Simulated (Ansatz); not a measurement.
Cost and result by functional for the surface energy of the (331) surface of fcc Al in its 1x1 cell, outermost plane spacing 0.93 Å in the ideal cut, in Ansatz (plane waves, PAW). Single points on the PBE structure, on one kind of machine; costs are rough ratios of the slab run's core time (references not counted) to the cheapest single point. r2SCAN's cost holds its higher cutoff (500 against 420 eV). Differences are taken against r2SCAN for comparison alone: no measured value is at hand, so the table doesn't rank accuracy.

Model: 12-atom slab, 10.2 Å thick at the start (thin: gaps and levels are the slab's own), 13x6x1 mesh, Fermi-Dirac 0.1 eV, dipole correction, all atoms relaxed; held to the part of the start's symmetry that mesh and held atoms allow; no spin, no spin-orbit, no U. These notes are the PBE run's.

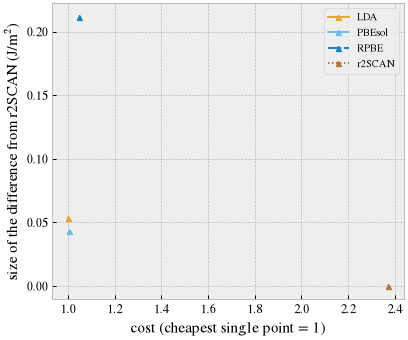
Fig. 1. Difference from r2SCAN against cost

```tsv
functional	relative cost	surface energy (J/m²)	less r2SCAN (J/m²)
LDA	1	1.13	0.05
PBEsol	1	1.12	0.04
RPBE	1	0.87	-0.21
r2SCAN	2	1.08	0.00
PBE (the relaxed run's value)	–	0.96	-0.12
```

The values span 0.26 J/m², while the single points' costs differ by a factor of roughly 2. Differences are of unrounded values.

Ansatz is a quantum-chemistry and plane-wave program.
